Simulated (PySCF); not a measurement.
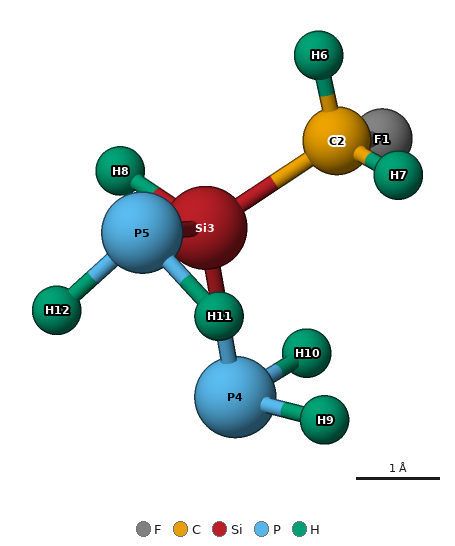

The structure as given in the input (ball-and-stick view, seen at a tilt; atoms are numbered from 1 in the order of the input). Bond lengths as drawn: C–F 1.38 Å, C–H 1.10 to 1.11 Å, C–Si 1.91 Å, H–P 1.43 Å, H–Si 1.49 Å and P–Si 2.26 to 2.27 Å.

## CH$_{7}$FP$_{2}$Si: one change and its effect

System: CH$_{7}$FP$_{2}$Si, SMILES FC[SiH](P)P.
Method of the first run: TDDFT PBE0/def2-TZVP, vertical, gas phase, core orbitals frozen in the response (PySCF 2.14.0).

The geometry comes from this level: PBE0-D3(BJ)/def2-SVP. Text and figures count atoms from 1; the logs count them from 0 in places.

### Input, the first run
```
{"job": {"kind": "uv", "xc": "PBE0", "basis": "def2-TZVP"}, "charge": 0, "multiplicity": 1}
F      0.786939     2.372275    -0.088521
C     -0.331517     1.585432     0.096661
Si    -0.030314    -0.145832    -0.642223
P      1.881711    -1.063032     0.140628
P     -1.877569    -1.383215    -0.203347
H     -1.199999     2.067387    -0.387516
H     -0.550210     1.517135     1.177736
H      0.092896    -0.022547    -2.126148
H      1.487678    -0.887723     1.504608
H      2.570100     0.190463     0.086692
H     -1.491067    -1.652915     1.147154
H     -1.301319    -2.589733    -0.707063
```

The first line tells a small driver script what to run in PySCF; the rest is the geometry in Å.

Command:
```bash
OMP_NUM_THREADS=1 python <driver script> task.json out
```

Hardware: 1 CPU thread, shared host.

### Output (the first run)
```
coarse grid: 11384 points
cycle   1  E = -1113.8857485079  dE =  9.791e-02  |g| = 4.444e-01  |ddm| = 2.472e+00
cycle   2  E = -1113.8580018933  dE =  2.775e-02  |g| = 6.361e-01  |ddm| = 6.625e-01
cycle   3  E = -1113.9185068107  dE = -6.050e-02  |g| = 5.882e-02  |ddm| = 3.854e-01
cycle   4  E = -1113.9190687486  dE = -5.619e-04  |g| = 1.922e-02  |ddm| = 5.216e-02
cycle   5  E = -1113.9191537175  dE = -8.497e-05  |g| = 4.854e-03  |ddm| = 1.848e-02
cycle   6  E = -1113.9191583637  dE = -4.646e-06  |g| = 1.580e-03  |ddm| = 4.704e-03
final grid: 96200 points
cycle   7  E = -1113.9210930094  dE = -3.915e-05  |g| = 7.725e-03  |ddm| = 2.822e-02
cycle   8  E = -1113.9210862086  dE =  6.801e-06  |g| = 9.256e-03  |ddm| = 1.187e-02
cycle   9  E = -1113.9211056709  dE = -1.946e-05  |g| = 1.158e-03  |ddm| = 6.597e-03
cycle  10  E = -1113.9211058911  dE = -2.202e-07  |g| = 2.907e-04  |ddm| = 8.372e-04
cycle  11  E = -1113.9211059052  dE = -1.405e-08  |g| = 7.564e-05  |ddm| = 2.296e-04
cycle  12  E = -1113.9211059064  dE = -1.237e-09  |g| = 1.575e-05  |ddm| = 7.053e-05
cycle  13  E = -1113.9211059065  dE = -7.594e-11  |g| = 3.267e-06  |ddm| = 1.826e-05
converged SCF energy = -1113.9211059065

Static polarisability (au): isotropic 94.109, principal 78.332 92.233 111.761

Singlet excitations
state   eV       nm        f      main configurations
  1   6.1139    202.8   0.03415   H->L 0.59, H->L+1 0.28
  2   6.2346    198.9   0.00862   H->L+2 0.71, H-1->L+2 0.15
  3   6.3973    193.8   0.01700   H->L+1 0.61, H->L 0.27
  4   6.6555    186.3   0.02263   H-1->L 0.66, H-1->L+2 0.11, H-1->L+1 0.10
  5   6.7308    184.2   0.02537   H-1->L+2 0.37, H->L+3 0.20, H->L+2 0.16
  6   6.8155    181.9   0.03426   H-1->L+1 0.45, H->L+3 0.40
  7   6.8625    180.7   0.19593   H->L+3 0.28, H-1->L+2 0.27, H-1->L 0.13
  8   7.0144    176.8   0.09996   H->L+4 0.66, H-1->L+4 0.09
  9   7.1908    172.4   0.03852   H->L+5 0.58, H-1->L+3 0.25
 10   7.3650    168.3   0.21034   H-1->L+3 0.61, H->L+5 0.20

Triplet excitations (Tamm-Dancoff, eV): 5.2384 5.4446 5.5228 5.5566
```

The input of the second run differs as follows (lines with − go, lines with + come):
```diff
-"basis": "def2-TZVP"
+"basis": "aug-cc-pVDZ"
```

How does the second run compare with the first run?

The total energy of the second run is 43.3 kcal/mol higher, which measures the change of basis and not a stability. The LUMO goes from −0.14 to −0.44 eV. The lowest excitation goes from 6.11 to 6.00 eV. The strongest computed line goes from 7.37 to 6.82 eV. Diffuse functions give room to the loosely bound empty orbitals, which lowers the LUMO. The SCF takes 12 iterations against 13. The basis functions go from 215 to 190.

### Output (the second run)
```
coarse grid: 11384 points
cycle   1  E = -1113.8056775475  dE =  1.459e-01  |g| = 3.794e-01  |ddm| = 6.789e+00
cycle   2  E = -1113.7820309846  dE =  2.365e-02  |g| = 5.555e-01  |ddm| = 1.223e+00
cycle   3  E = -1113.8338365031  dE = -5.181e-02  |g| = 4.566e-02  |ddm| = 6.175e-01
cycle   4  E = -1113.8342484415  dE = -4.119e-04  |g| = 1.506e-02  |ddm| = 1.220e-01
cycle   5  E = -1113.8343137178  dE = -6.528e-05  |g| = 3.694e-03  |ddm| = 4.510e-02
cycle   6  E = -1113.8343170566  dE = -3.339e-06  |g| = 1.026e-03  |ddm| = 9.284e-03
final grid: 96200 points
cycle   7  E = -1113.8521376016  dE = -1.788e-05  |g| = 6.636e-03  |ddm| = 1.166e-01
cycle   8  E = -1113.8521298870  dE =  7.715e-06  |g| = 9.088e-03  |ddm| = 2.799e-02
cycle   9  E = -1113.8521483352  dE = -1.845e-05  |g| = 7.816e-04  |ddm| = 1.444e-02
cycle  10  E = -1113.8521484710  dE = -1.358e-07  |g| = 2.034e-04  |ddm| = 1.751e-03
cycle  11  E = -1113.8521484788  dE = -7.788e-09  |g| = 4.693e-05  |ddm| = 3.810e-04
cycle  12  E = -1113.8521484795  dE = -6.821e-10  |g| = 1.244e-05  |ddm| = 1.340e-04
converged SCF energy = -1113.8521484795

Static polarisability (au): isotropic 100.456, principal 83.537 99.237 118.594

Singlet excitations
state   eV       nm        f      main configurations
  1   6.0016    206.6   0.01653   H->L 0.92
  2   6.1171    202.7   0.05183   H->L+1 0.82
  3   6.2716    197.7   0.00257   H->L+3 0.59, H-1->L+3 0.15, H->L+2 0.11
  4   6.3470    195.3   0.05597   H->L+2 0.32, H-1->L 0.32, H->L+3 0.15
  5   6.4221    193.1   0.09864   H-1->L 0.48, H->L+2 0.35
  6   6.6017    187.8   0.06273   H->L+4 0.41, H->L+5 0.17, H-1->L+3 0.08
  7   6.6905    185.3   0.12062   H-1->L+1 0.54, H-1->L+2 0.25
  8   6.7691    183.2   0.03982   H-1->L+3 0.62, H->L+3 0.15, H->L+4 0.09
  9   6.8168    181.9   0.14476   H-1->L+2 0.50, H-1->L+1 0.15, H->L+2 0.14
 10   6.8671    180.5   0.00823   H->L+5 0.60, H->L+4 0.19

Triplet excitations (Tamm-Dancoff, eV): 5.2773 5.5434 5.5606 5.6395
```

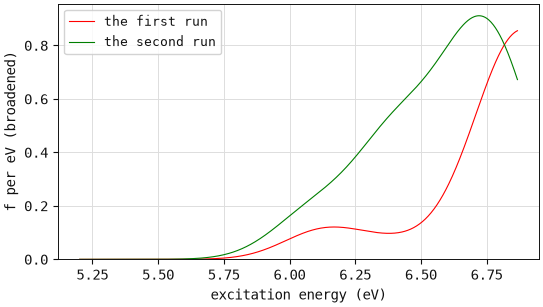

Absorption of the two runs from their computed states, each broadened by a Gaussian of 0.35 eV full width; the range ends where the shorter list of states ends.

### The two runs side by side

| quantity | the first run | the second run |
| --- | --- | --- |
| outcome | converged | converged |
| total energy (hartree) | −1113.921106 | −1113.852148 |
| HOMO (eV) | −7.45 | −7.45 |
| LUMO (eV) | −0.14 | −0.44 |
| dipole moment (D) | 1.21 | 1.21 |
| lowest excitation (eV) | 6.11 | 6.00 |
| SCF iterations | 13 | 12 |
| strongest computed line (eV) | 7.37 | 6.82 |
| basis functions | 215 | 190 |
| wall time (shared host) | 54 s | 47 s |
